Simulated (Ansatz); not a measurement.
# P2H2 (quintet): correlated methods under varied settings

Aim: run P2H2 (quintet) at one geometry under a spread of methods and options, and see what each costs and gives.

The runs use Ansatz 0.2.0, Gaussian basis; the settings change from run to run.

30 further runs of the same task are left out: 9 that didn't finish, 21 set aside as unsound or not needed.

## (1) The geometry

The geometry is a PBE0/def2-TZVP stationary point (not a proven minimum) of the parent state, kept for this charge and spin.

4 atoms, charge 0, spin multiplicity 5.

Atoms are counted from 1 here; the program's logs count them from 0.

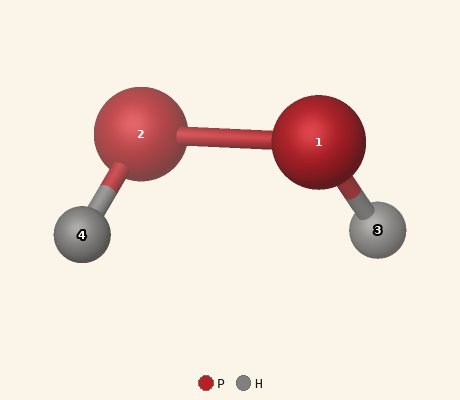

The structure; phosphorus red, hydrogen grey; atoms are numbered from 1 in the order of the file.

## (2) HF/def2-SVP

Contents of in.yaml:

```yaml
crystal:
  periodic: [false, false, false]
  atoms:
    - {symbol: P, position_ang: [-0.031349, -0.073548, 1.077042]}
    - {symbol: P, position_ang: [-0.031350, 0.073548, -1.077042]}
    - {symbol: H, position_ang: [0.963360, 0.931093, 1.276164]}
    - {symbol: H, position_ang: [0.963376, -0.931077, -1.276164]}
basis:
  gaussian: {orbitals: def2-SVP}
magnetization: {spin_polarized: false, initial_magnetization: 4}
hamiltonian: {xc: hf}
output: {orbitals: {seedname: orbitals}}
```

The run is started by

```sh
$ ansatz run in.yaml --threads 1 --pin off --events-out ev --progress --plain --max-ram 2393MiB
```

The program printed:

```text
Functional definition: HF
  name "HF"
  cite "Fock, Z. Phys. 61, 126 (1930) doi:10.1007/BF01340294"
  parent pbe
  exchange = exact_x
  correlation = 0
423 factors; integrals over basis functions are off by at most 1.4e-3 eV
mean field evaluation 1: about -18562.1624 eV, gradient 9.4e0 eV
mean field evaluation 2: about -18562.1736 eV, gradient 9.4e0 eV
mean field evaluation 4: about -18563.1284 eV, gradient 1.1e0 eV
mean field evaluation 8: about -18563.1431 eV, gradient 3.4e-4 eV
mean field evaluation 16: about -18562.9584 eV, gradient 1.0e0 eV
mean field evaluation 32: about -18557.8066 eV, gradient 1.6e1 eV
mean field -18563.14305544 eV, -682.1829247373 hartree, gradient 2.1e-5 eV, S^2 6.000000; 0 other end points of the search recorded, 0 dependent functions left out
reference -18563.14305544 eV, -682.1829247373 hartree; 18, 14 occupied and 28, 32 virtual orbitals, 423 factors
Total energy: -18563.14305544 eV, -682.1829247373 hartree
```

Run time: 0.39 s. Hardware: 1 thread of Arm Neoverse V1, shared host.

## (3) MP2 on UHF/cc-pVDZ

Edit in.yaml of step 2 so:

```diff
@@ -8,5 +8,6 @@
 basis:
-  gaussian: {orbitals: def2-SVP}
-magnetization: {spin_polarized: false, initial_magnetization: 4}
-hamiltonian: {xc: hf}
-output: {orbitals: {seedname: orbitals}}
+  gaussian: {orbitals: cc-pVDZ, fitting: {mean_field: def2-universal-jkfit}, point_charges: [{charge: -0.50, position_ang: [4.534, -0.881, 0.248]}]}
+magnetization: {spin_polarized: true, initial_magnetization: 4}
+correlation: {method: mp2, electrons: valence}
+accuracy: high
+output: {forces: true}
```

The command is unchanged.

The program printed (excerpt; [...] marks lines left out):

```text
Functional definition: HF
  name "HF"
  cite "Fock, Z. Phys. 61, 126 (1930) doi:10.1007/BF01340294"
  parent pbe
[...]
292 factors; integrals over basis functions are off by at most 4.0e-1 eV
[...]
mean field -18569.51197441 eV, -682.4169781921 hartree, gradient 1.3e-8 eV, S^2 6.026512; 2 other end points of the search recorded, 0 dependent functions left out
10 core orbitals not correlated: weight in the atoms' cores, before any rotation towards them, 1.000 or more for the frozen orbitals, at most 0.000 for the correlated occupied ones
reference -18569.51197441 eV, -682.4169781921 hartree; 8, 4 occupied and 28, 32 virtual orbitals, 292 factors
second order -5.13779709 eV of doubles, -0.00000000 eV of singles
[...]
Total energy: -18574.64977150 eV, -682.6057887527 hartree
Atom 0 at    -0.031349    -0.073548     1.077042 Å, force     0.172023    -0.529149     7.272256 eV/Å
Atom 1 at    -0.031350     0.073548    -1.077042 Å, force     0.190556     0.525765    -7.271566 eV/Å
Atom 2 at     0.963360     0.931093     1.276164 Å, force    -0.159611    -0.014376    -0.049567 eV/Å
Atom 3 at     0.963376    -0.931077    -1.276164 Å, force    -0.159032     0.007633     0.057535 eV/Å
Dipole moment:     0.165737    -0.021463     0.007433 e Å
```

Run time: 0.72 s. Hardware: 1 thread of Arm Neoverse V1, shared host.

From the report: ⟨S²⟩ of the determinant 6.027 (pure quintet: 6.00).

## (4) CASSCF(6,5)/cc-pVDZ

Contents of in.yaml:

```yaml
crystal:
  periodic: [false, false, false]
  atoms:
    - {symbol: P, position_ang: [-0.031349, -0.073548, 1.077042]}
    - {symbol: P, position_ang: [-0.031350, 0.073548, -1.077042]}
    - {symbol: H, position_ang: [0.963360, 0.931093, 1.276164]}
    - {symbol: H, position_ang: [0.963376, -0.931077, -1.276164]}
basis:
  gaussian: {orbitals: cc-pVDZ}
magnetization: {spin_polarized: false, initial_magnetization: 4}
hamiltonian: {pseudopotentials: {relativity: scalar}}
correlation: {active_space: {window: {electrons: 6, orbitals: 5}}}
output: {forces: true}
```

Launched as before.

The program printed (excerpt; [...] marks lines left out):

```text
Functional definition: HF
  name "HF"
  cite "Fock, Z. Phys. 61, 126 (1930) doi:10.1007/BF01340294"
  parent pbe
[...]
476 factors; integrals over basis functions are off by at most 1.2e-3 eV
[...]
mean field -18608.91327254 eV, -683.8649491914 hartree, gradient 4.8e-6 eV, S^2 6.000000; 2 other end points of the search recorded, 0 dependent functions left out
reference -18608.91327254 eV, -683.8649491914 hartree; 18, 14 occupied and 28, 32 virtual orbitals, 476 factors
state -18608.91327254 eV, -683.8649491914 hartree
[...]
Total energy: -18608.91327254 eV, -683.8649491914 hartree
Relativity: scalar
Atom 0 at    -0.031349    -0.073548     1.077042 Å, force     0.291855    -0.554656     8.191314 eV/Å
Atom 1 at    -0.031350     0.073548    -1.077042 Å, force     0.291849     0.554661    -8.191314 eV/Å
Atom 2 at     0.963360     0.931093     1.276164 Å, force    -0.291851    -0.093568    -0.122804 eV/Å
Atom 3 at     0.963376    -0.931077    -1.276164 Å, force    -0.291853     0.093563     0.122804 eV/Å
Dipole moment:     0.067532     0.000001     0.000000 e Å
```

Run time: 1.7 s. Hardware: 1 thread of Arm Neoverse V1, shared host.

From the report: 5 determinants; active occupations 2.00, 1.00, 1.00, 1.00, 1.00. With so small a space the active step adds no correlation: the energy is the mean field's.

## (5) CASCI(4,9)/6-31G

Edit in.yaml of step 4 so:

```diff
@@ -8,6 +8,5 @@
 basis:
-  gaussian: {orbitals: cc-pVDZ}
+  gaussian: {orbitals: 6-31G}
 magnetization: {spin_polarized: false, initial_magnetization: 4}
 hamiltonian: {pseudopotentials: {relativity: scalar}}
-correlation: {active_space: {window: {electrons: 6, orbitals: 5}}}
-output: {forces: true}
+correlation: {active_space: {window: {electrons: 4, orbitals: 9}, fixed_orbitals: true, states: [{multiplicity: 5, weights: [1, 1, 1]}]}}
```

Launched as before.

The program printed:

```text
Functional definition: HF
  name "HF"
  cite "Fock, Z. Phys. 61, 126 (1930) doi:10.1007/BF01340294"
  parent pbe
  exchange = exact_x
  correlation = 0
623 factors; integrals over basis functions are off by at most 4.0e-8 eV
mean field evaluation 1: about -18605.2574 eV, gradient 9.9e0 eV
mean field evaluation 2: about -18605.2688 eV, gradient 9.9e0 eV
mean field evaluation 4: about -18606.3291 eV, gradient 7.2e-1 eV
mean field evaluation 8: about -18606.3378 eV, gradient 1.7e-4 eV
mean field -18606.33779109 eV, -683.7703019938 hartree, gradient 1.6e-6 eV, S^2 6.000000; 0 other end points of the search recorded, 0 dependent functions left out
reference -18606.33779109 eV, -683.7703019938 hartree; 18, 14 occupied and 12, 16 virtual orbitals, 623 factors
state -18606.34228070 eV, -683.7704669840 hartree
state -18603.59488704 eV, -683.6695021291 hartree
state -18603.42428042 eV, -683.6632324517 hartree
Total energy: -18604.45381605 eV, -683.7010671883 hartree
Relativity: scalar
```

Run time: 0.36 s. Hardware: 1 thread of Arm Neoverse V1, shared host.

From the report: 66 determinants; active occupations (of the averaged states) 1.00, 1.00, 0.99, 0.34, 0.33, 0.33, 0.00, 0.00, 0.00.

## (6) NEVPT2(6,5)/cc-pVDZ

Contents of in.yaml:

```yaml
crystal:
  periodic: [false, false, false]
  atoms:
    - {symbol: P, position_ang: [-0.031349, -0.073548, 1.077042]}
    - {symbol: P, position_ang: [-0.031350, 0.073548, -1.077042]}
    - {symbol: H, position_ang: [0.963360, 0.931093, 1.276164]}
    - {symbol: H, position_ang: [0.963376, -0.931077, -1.276164]}
basis:
  gaussian: {orbitals: cc-pVDZ}
magnetization: {spin_polarized: false, initial_magnetization: 4}
correlation: {method: sc_nevpt2, electrons: valence, active_space: {window: {electrons: 6, orbitals: 5}, states: [{multiplicity: 5, weights: [1, 1, 0.5, 0.5]}], root: 1}}
```

Same command.

The program printed (excerpt; [...] marks lines left out):

```text
Functional definition: HF
  name "HF"
  cite "Fock, Z. Phys. 61, 126 (1930) doi:10.1007/BF01340294"
  parent pbe
[...]
880 factors; integrals over basis functions are off by at most 1.2e-7 eV
[...]
mean field -18569.21693130 eV, -682.4061355579 hartree, gradient 5.8e-6 eV, S^2 6.000000; 2 other end points of the search recorded, 0 dependent functions left out
reference -18569.21693130 eV, -682.4061355579 hartree; 18, 14 occupied and 28, 32 virtual orbitals, 880 factors
state -18569.05096483 eV, -682.4000364026 hartree
state -18566.68424034 eV, -682.3130608817 hartree
state -18564.66540805 eV, -682.2388701638 hartree
state -18564.38890974 eV, -682.2287090383 hartree
state -18569.05096483 eV, -682.4000364026 hartree; corrected -18574.64610751 eV, -682.6056541036 hartree
state -18566.68424034 eV, -682.3130608817 hartree; corrected -18572.67843696 eV, -682.5333435447 hartree
state -18564.66540805 eV, -682.2388701638 hartree; corrected -18570.68970921 eV, -682.4602591480 hartree
state -18564.38890974 eV, -682.2287090383 hartree; corrected -18570.64852209 eV, -682.4587455491 hartree
Total energy: -18572.67843696 eV, -682.5333435447 hartree
```

Wall time 1.9 s (1 thread of Arm Neoverse V1, shared host).

From the report: 3 determinants; active occupations (of the averaged states) 1.33, 1.33, 1.17, 1.17, 1.00.

## (7) MP2 on ROHF/cc-pVDZ

Edit in.yaml of step 6 so:

```diff
@@ -10,2 +10,3 @@
 magnetization: {spin_polarized: false, initial_magnetization: 4}
-correlation: {method: sc_nevpt2, electrons: valence, active_space: {window: {electrons: 6, orbitals: 5}, states: [{multiplicity: 5, weights: [1, 1, 0.5, 0.5]}], root: 1}}
+correlation: {method: mp2, electrons: outside_noble_gas}
+output: {forces: true}
```

The command is unchanged.

The program printed (excerpt; [...] marks lines left out):

```text
Functional definition: HF
  name "HF"
  cite "Fock, Z. Phys. 61, 126 (1930) doi:10.1007/BF01340294"
  parent pbe
[...]
476 factors; integrals over basis functions are off by at most 1.2e-3 eV
[...]
mean field -18569.21682640 eV, -682.4061317031 hartree, gradient 5.0e-6 eV, S^2 6.000000; 2 other end points of the search recorded, 0 dependent functions left out
[...]
10 core orbitals not correlated: weight in the atoms' cores, before any rotation towards them, 1.000 or more for the frozen orbitals, at most 0.000 for the correlated occupied ones
reference -18569.21682640 eV, -682.4061317031 hartree; 8, 4 occupied and 28, 32 virtual orbitals, 476 factors
second order -5.27698567 eV of doubles, -0.12510199 eV of singles
[...]
Total energy: -18574.61891406 eV, -682.6046547629 hartree
Atom 0 at    -0.031349    -0.073548     1.077042 Å, force     0.160593    -0.541787     7.276665 eV/Å
Atom 1 at    -0.031350     0.073548    -1.077042 Å, force     0.160586     0.541790    -7.276665 eV/Å
Atom 2 at     0.963360     0.931093     1.276164 Å, force    -0.160589     0.017672    -0.027700 eV/Å
Atom 3 at     0.963376    -0.931077    -1.276164 Å, force    -0.160589    -0.017674     0.027700 eV/Å
Dipole moment:     0.075901     0.000001     0.000000 e Å
```

Wall time 1.3 s (1 thread of Arm Neoverse V1, shared host).

## (8) CCSD(T) on ROHF/cc-pVDZ

Edit in.yaml of step 7 so:

```diff
@@ -10,3 +10,3 @@
 magnetization: {spin_polarized: false, initial_magnetization: 4}
-correlation: {method: mp2, electrons: outside_noble_gas}
-output: {forces: true}
+correlation: {method: ccsd_t, electrons: outside_noble_gas}
+scf: {lower_state_search: full}
```

The command is unchanged.

The program printed (excerpt; [...] marks lines left out):

```text
Functional definition: HF
  name "HF"
  cite "Fock, Z. Phys. 61, 126 (1930) doi:10.1007/BF01340294"
  parent pbe
[...]
476 factors; integrals over basis functions are off by at most 1.2e-3 eV
[...]
mean field -18569.21682640 eV, -682.4061317031 hartree, gradient 5.0e-6 eV, S^2 6.000000; 10 other end points of the search recorded, 0 dependent functions left out
[...]
determinant -18569.21682640 eV, -682.4061317031 hartree, with singles and doubles -18575.65796846 eV, -682.6428393077 hartree
determinant -18567.35538617 eV, -682.3377250361 hartree, with singles and doubles -18574.24419968 eV, -682.5908842633 hartree
determinant -18567.26604578 eV, -682.3344418376 hartree, with singles and doubles -18574.08160504 eV, -682.5849090206 hartree
determinant -18566.81181310 eV, -682.3177490944 hartree, with singles and doubles -18573.66240521 eV, -682.5695037110 hartree
10 core orbitals not correlated: weight in the atoms' cores, before any rotation towards them, 1.000 or more for the frozen orbitals, at most 0.000 for the correlated occupied ones
reference -18569.21682640 eV, -682.4061317031 hartree; 8, 4 occupied and 28, 32 virtual orbitals, 476 factors
second order -5.27698567 eV of doubles, -0.12510199 eV of singles
cycle   1  -6.44127592 eV  change   -1.3e-4 eV  update   8.7e-4
[...]
cycle   8  -6.44143247 eV  change    6.4e-6 eV  update   8.5e-6
perturbative correction -0.19869818 eV, -0.0073020233 hartree
Total energy: -18575.85695705 eV, -682.6501520035 hartree
```

It took 3.8 s on 1 thread of Arm Neoverse V1, shared host.

From the report: correlation -6.6401 eV; T1 0.022; largest double amplitude 0.07.

## (9) BCCD(T) on ROHF/def2-mTZVP

Edit in.yaml of step 8 so:

```diff
@@ -8,5 +8,4 @@
 basis:
-  gaussian: {orbitals: cc-pVDZ}
+  gaussian: {orbitals: def2-mTZVP}
 magnetization: {spin_polarized: false, initial_magnetization: 4}
-correlation: {method: ccsd_t, electrons: outside_noble_gas}
-scf: {lower_state_search: full}
+correlation: {method: bccd_t, electrons: outside_noble_gas}
```

Launched as before.

The program printed (excerpt; [...] marks lines left out):

```text
Functional definition: HF
  name "HF"
  cite "Fock, Z. Phys. 61, 126 (1930) doi:10.1007/BF01340294"
  parent pbe
[...]
420 factors; integrals over basis functions are off by at most 1.1e-3 eV
[...]
mean field -18569.25748731 eV, -682.4076259640 hartree, gradient 3.6e-6 eV, S^2 6.000000; 6 other end points of the search recorded, 0 dependent functions left out
[...]
determinant -18569.25748731 eV, -682.4076259640 hartree, with singles and doubles -18575.06148344 eV, -682.6209188876 hartree
determinant -18567.65234162 eV, -682.3486379477 hartree, with singles and doubles -18573.83236309 eV, -682.5757495479 hartree
determinant -18567.35811483 eV, -682.3378253125 hartree, with singles and doubles -18573.48530682 eV, -682.5629954649 hartree
determinant -18566.85929237 eV, -682.3194939252 hartree, with singles and doubles -18573.06364370 eV, -682.5474996312 hartree
determinant -18565.80760526 eV, -682.2808451371 hartree, with singles and doubles -18572.63777530 eV, -682.5318492562 hartree
10 core orbitals not correlated: weight in the atoms' cores, before any rotation towards them, 1.000 or more for the frozen orbitals, at most 0.000 for the correlated occupied ones
reference -18569.25748731 eV, -682.4076259640 hartree; 8, 4 occupied and 32, 36 virtual orbitals, 420 factors
second order -4.68742747 eV of doubles, -0.12026179 eV of singles
cycle   1  -5.80160603 eV  change    2.4e-3 eV  update   5.4e-3
[...]
cycle  10  -5.79755289 eV  change    3.9e-6 eV  update   9.0e-6
perturbative correction -0.19807817 eV, -0.0072792386 hartree
Total energy: -18575.25311838 eV, -682.6279613416 hartree
```

It took 3.8 s on 1 thread of Arm Neoverse V1, shared host.

From the report: correlation -5.9956 eV; largest double amplitude 0.07.

## (10) CCSD on UHF/cc-pVDZ

Edit in.yaml of step 9 so:

```diff
@@ -8,4 +8,5 @@
 basis:
-  gaussian: {orbitals: def2-mTZVP}
-magnetization: {spin_polarized: false, initial_magnetization: 4}
-correlation: {method: bccd_t, electrons: outside_noble_gas}
+  gaussian: {orbitals: cc-pVDZ}
+magnetization: {spin_polarized: true, initial_magnetization: 4}
+correlation: {method: ccsd, electrons: valence}
+accuracy: high
```

Same command.

The program printed (excerpt; [...] marks lines left out):

```text
Functional definition: HF
  name "HF"
  cite "Fock, Z. Phys. 61, 126 (1930) doi:10.1007/BF01340294"
  parent pbe
[...]
996 factors; integrals over basis functions are off by at most 3.9e-9 eV
[...]
mean field -18569.43429912 eV, -682.4141236779 hartree, gradient 4.6e-8 eV, S^2 6.026403; 5 other end points of the search recorded, 0 dependent functions left out
determinant -18569.43429912 eV, -682.4141236779 hartree, with singles and doubles -18575.66206180 eV, -682.6429897350 hartree
determinant -18567.62424543 eV, -682.3476054320 hartree, with singles and doubles -18574.25036666 eV, -682.5911108956 hartree
determinant -18567.55941480 eV, -682.3452229500 hartree, with singles and doubles -18574.08409529 eV, -682.5850005356 hartree
determinant -18567.10511454 eV, -682.3285277234 hartree, with singles and doubles -18573.67120928 eV, -682.5698272544 hartree
10 core orbitals not correlated: weight in the atoms' cores, before any rotation towards them, 1.000 or more for the frozen orbitals, at most 0.000 for the correlated occupied ones
reference -18569.43429912 eV, -682.4141236779 hartree; 8, 4 occupied and 28, 32 virtual orbitals, 996 factors
second order -5.14311652 eV of doubles, -0.00000000 eV of singles
cycle   1  -6.22814365 eV  change   -3.8e-4 eV  update   2.4e-3
[...]
cycle  22  -6.22938296 eV  change  -5.0e-12 eV  update   1.4e-9
Total energy: -18575.66368207 eV, -682.6430492791 hartree
```

Wall time 5.5 s (1 thread of Arm Neoverse V1, shared host).

From the report: ⟨S²⟩ of the determinant 6.026 (pure quintet: 6.00); correlation -6.2294 eV; T1 0.021; largest double amplitude 0.07.

## (11) All runs side by side

Where basis and cores are those of an earlier UCCSDT(Q)/cc-pVDZ run (-18575.9111 eV), and the state is the same kind, the miss against it is given.

| level | correlated | functions | energy (eV) | from UCCSDT(Q) (meV) | time |
| --- | --- | --- | --- | --- | --- |
| HF/def2-SVP |  | 46 | -18563.1431 |  | 0.39 s |
| MP2 on UHF/cc-pVDZ (beside a point charge) | valence | 46 | -18574.6498 |  | 0.72 s |
| CASSCF(6,5)/cc-pVDZ (relativity set) |  | 46 | -18608.9133 |  | 1.7 s |
| CASCI(4,9)/6-31G (mean of several states, relativity set) |  | 30 | -18604.4538 |  | 0.36 s |
| NEVPT2(6,5)/cc-pVDZ (excited root 1 of an average) | valence | 46 | -18572.6784 |  | 1.9 s |
| MP2 on ROHF/cc-pVDZ | outside noble gas | 46 | -18574.6189 | 1292.2 | 1.3 s |
| CCSD(T) on ROHF/cc-pVDZ | outside noble gas | 46 | -18575.8570 | 54.1 | 3.8 s |
| BCCD(T) on ROHF/def2-mTZVP | outside noble gas | 50 | -18575.2531 |  | 3.8 s |
| CCSD on UHF/cc-pVDZ | valence | 46 | -18575.6637 | 247.4 | 5.5 s |

## (12) Outcome

| quantity | value |
| --- | --- |
| runs | 9 |
| quickest | CASCI(4,9)/6-31G (mean of several states, relativity set), 0.36 s |
| slowest | CCSD on UHF/cc-pVDZ, 5.5 s |

In words: Total energies in different bases, with other cores or another treatment of relativity can't be set against each other. CCSD on UHF/cc-pVDZ took 15 times as long as CASCI(4,9)/6-31G (mean of several states, relativity set); the jobs differ in more than the method. Among the correlated runs with a miss given, it spans +54 to +1292 meV.
